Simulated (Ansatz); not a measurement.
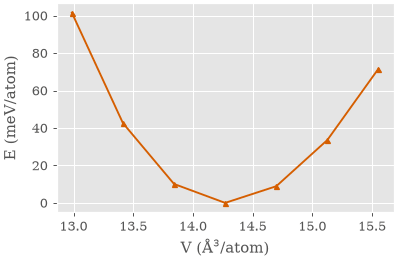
Figure. PW in space group Pnma (No. 62; P on 4c, W on 4c) under volume change, plane-wave PAW PBEsol (Ansatz code), shape and atoms relaxed at each volume.

### Question
What does a third-order Birch–Murnaghan fit give for V₀, B₀ and B′?

### Answer
V₀ = 14.27 Å³/atom, B₀ = 234 GPa, B′ = 4.7.

The first step of the workflow began from a Materials Project structure, measured or hypothetical; the Crystallography Open Database files this formula in space group No. 62, but the cells were not matched. Whether it is the stable phase at ambient conditions was not checked. The cell was relaxed with PBEsol under the symmetry of its start; its stability against distortions is not shown here. No spin polarisation was allowed. Spin–orbit coupling is left out wherever it is not named.

Potentials: the later of the program's two PAW sets.
